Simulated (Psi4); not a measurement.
**BP86/6-311+G(d,p) (ints tolerance 1e-08, sweep point 4) run of CH3BClFO (SMILES COB(F)Cl)**

Aim: the vertical ionisation energy of CH3BClFO at BP86/6-311+G** (ints tolerance 1e-08, sweep point 4), from 2 runs. 

The calculation is run with Psi4 1.11.

4 further runs of the same task are left out: 4 set aside as unsound or not needed. Runs told in other sessions of the task aren't counted.

**1. Starting point**

CH3BClFO: 8 atoms, total charge 0, spin state singlet. SMILES: `COB(F)Cl`. The shape is that of a PBE0-D4/def2-TZVP optimisation. This is one conformer, not always the lowest.

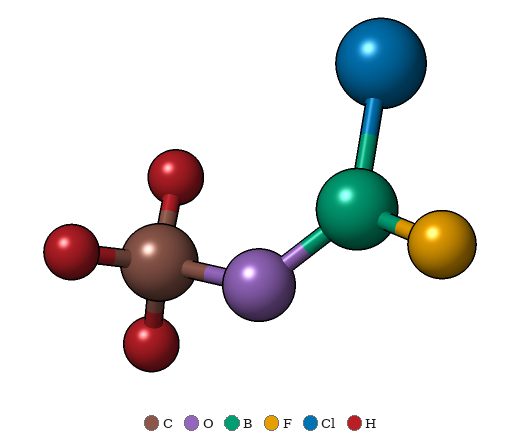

Viewed from a chosen angle; carbon brown, oxygen purple, boron teal, fluorine amber, chlorine blue, hydrogen red.

**2. The energy at BP86/6-311+G(d,p) (ints tolerance 1e-08, sweep point 4)**

job.inp

```
memory 1600 mb

molecule geom {
  C      0.662000    -0.415400     0.804600
  O     -0.122300    -0.654500    -0.347500
  B     -0.782400     0.264900    -1.051400
  F     -1.466600    -0.129900    -2.108800
  Cl    -0.801800     1.985600    -0.658500
  H      1.700600    -0.658800     0.576000
  H      0.308900    -1.072800     1.599700
  H      0.593700     0.623700     1.130000
  units angstrom
  symmetry c1
}

set globals {
  puream true
  scf_type direct
  dft_radial_points 99
  dft_spherical_points 590
  ints_tolerance 1e-08
  maxiter 60
}

e_tot, wfn = energy('bp86/6-311+G**', return_wfn=True)
```

On the command line:

```console
$ psi4 -i job.inp -o job.out -n 1
```

job.out:

```text
[...]
  Running in c1 symmetry.
[...]
  Nuclear repulsion =  212.301069255723689
[...]
  Multiplicity = 1
[...]
  Nalpha       = 24
  Nbeta        = 24
[...]
    Number of basis functions: 136
[...]
   @DF-RKS iter   1:  -699.91089307476022   -1.15604e-01   7.02819e-03 DIIS/ADIIS
[...]
   @RKS iter  11:  -700.29252412359631   -7.27448e-09   7.06061e-07 DIIS
[...]
    Orbital Energies [Eh]
    ---------------------
    Doubly Occupied:
       1A   -100.752732     2A    -24.291685     3A    -18.813022
       4A     -9.964036     5A     -9.200430     6A     -7.023661
       7A     -7.017443     8A     -7.015933     9A     -6.631856
      10A     -1.132042    11A     -0.989643    12A     -0.777758
      13A     -0.668865    14A     -0.519979    15A     -0.486808
      16A     -0.457321    17A     -0.447006    18A     -0.411068
      19A     -0.406599    20A     -0.367056    21A     -0.320631
      22A     -0.312363    23A     -0.297170    24A     -0.292813
[...]
  @RKS Final Energy:  -700.29252412359631
   => Energetics <=
    Nuclear Repulsion Energy =            212.3010692557236894
    One-Electron Energy =               -1386.6255310337191986
    Two-Electron Energy =                 532.0750031499547958
    DFT Exchange-Correlation Energy =     -58.0430654955555099
    Empirical Dispersion Energy =           0.0000000000000000
    VV10 Nonlocal Energy =                  0.0000000000000000
    Total Energy =                       -700.2925241235963085
[...]
 Multipole Moments:
 ------------------------------------------------------------------------------------
     Multipole            Electronic (a.u.)      Nuclear  (a.u.)        Total (a.u.)
 ------------------------------------------------------------------------------------
 L = 1.  Multiply by 2.5417464519 to convert [e a0] to [Debye]
 Dipole X            :         -4.7210677            5.3062687            0.5852010
 Dipole Y            :          2.8679017           -2.9921824           -0.1242807
 Dipole Z            :         -5.9086347            6.6954961            0.7868614
 Magnitude           :                                                    0.9884618
[...]
```

Wall time 55 s (1 thread of Intel Xeon Platinum 8375C at 2.90GHz (Ice Lake), shared host); peak memory 1 GiB.

**3. The doublet cation at the same level**

job.inp

```
memory 1600 mb

molecule system {
  1 2
  C      0.662000    -0.415400     0.804600
  O     -0.122300    -0.654500    -0.347500
  B     -0.782400     0.264900    -1.051400
  F     -1.466600    -0.129900    -2.108800
  Cl    -0.801800     1.985600    -0.658500
  H      1.700600    -0.658800     0.576000
  H      0.308900    -1.072800     1.599700
  H      0.593700     0.623700     1.130000
  symmetry c1
}

set basis 6-311+G**
set reference uks
set puream true
set scf_type direct
set dft_radial_points 99
set dft_spherical_points 590
set ints_tolerance 1e-08
set maxiter 100

e_tot, wfn = energy("bp86", return_wfn=True)
```

On the command line:

```console
$ psi4 job.inp job.out -n 1
```

job.out:

```text
[...]
  Running in c1 symmetry.
[...]
  Nuclear repulsion =  212.301069255723689
[...]
  Multiplicity = 2
[...]
  Nalpha       = 24
  Nbeta        = 23
[...]
    Number of basis functions: 136
[...]
   @DF-UKS iter   1:  -699.43725126518007    3.58038e-01   7.02303e-03 DIIS/ADIIS
[...]
   @UKS iter  25:  -699.87891580804842   -1.61433e-08   5.05359e-07 DIIS
[...]
   @S^2 Observed:                7.528471732E-01
[...]
    Orbital Energies [Eh]
    ---------------------
    Alpha Occupied:
       1A   -101.028752     2A    -24.509967     3A    -19.112837
       4A    -10.205926     5A     -9.473457     6A     -7.297153
       7A     -7.294749     8A     -7.286517     9A     -6.878762
      10A     -1.347384    11A     -1.271174    12A     -1.039785
      13A     -0.921144    14A     -0.763992    15A     -0.710384
      16A     -0.707695    17A     -0.705194    18A     -0.642702
      19A     -0.631693    20A     -0.591137    21A     -0.573496
      22A     -0.566400    23A     -0.564190    24A     -0.543834
    Alpha Virtual:
      25A     -0.260984    26A     -0.206924    27A     -0.175452
[...]
  @UKS Final Energy:  -699.87891580804842
   => Energetics <=
    Nuclear Repulsion Energy =            212.3010692557236894
    One-Electron Energy =               -1374.6258206708603211
    Two-Electron Energy =                 520.1253922111447991
    DFT Exchange-Correlation Energy =     -57.6795566040565149
    Empirical Dispersion Energy =           0.0000000000000000
    VV10 Nonlocal Energy =                  0.0000000000000000
    Total Energy =                       -699.8789158080484185
  UHF NO Occupations:
  HONO-2 :   22  A 1.9999039
  HONO-1 :   23  A 1.9989580
[...]
 Multipole Moments:
 ------------------------------------------------------------------------------------
     Multipole            Electronic (a.u.)      Nuclear  (a.u.)        Total (a.u.)
 ------------------------------------------------------------------------------------
 L = 1.  Multiply by 2.5417464519 to convert [e a0] to [Debye]
 Dipole X            :         -4.0834923            5.3062687            1.2227764
 Dipole Y            :          2.7484402           -2.9921824           -0.2437421
 Dipole Z            :         -5.0756780            6.6954961            1.6198181
 Magnitude           :                                                    2.0441142
[...]
```

It took 1.9 min on 1 thread of Intel Xeon Platinum 8375C at 2.90GHz (Ice Lake), shared host; peak memory 0.99 GiB.

**4. Summary of results**

At BP86/6-311+G** (ints tolerance 1e-08, sweep point 4):

```
                                          quantity          value
                    singlet CH3BClFO: total energy  -700.29252 Eh
                   singlet CH3BClFO: dipole moment         2.51 D
                     singlet CH3BClFO: HOMO energy       -7.97 eV
                     singlet CH3BClFO: LUMO energy       -0.62 eV
                   singlet CH3BClFO: HOMO–LUMO gap        7.35 eV
                      doublet cation: total energy  -699.87892 Eh
doublet cation: HOMO energy (highest over α and β)      -14.58 eV
 doublet cation: LUMO energy (lowest over α and β)      -14.54 eV
                              doublet cation: ⟨S²⟩          0.753
vertical ionisation energy (to the doublet cation)      11.255 eV
```

What this shows: The vertical ionisation energy comes to 11.25 eV (1086 kJ/mol). −ε(HOMO) before ionisation, 7.97 eV, is 3.29 eV below this ionisation energy.
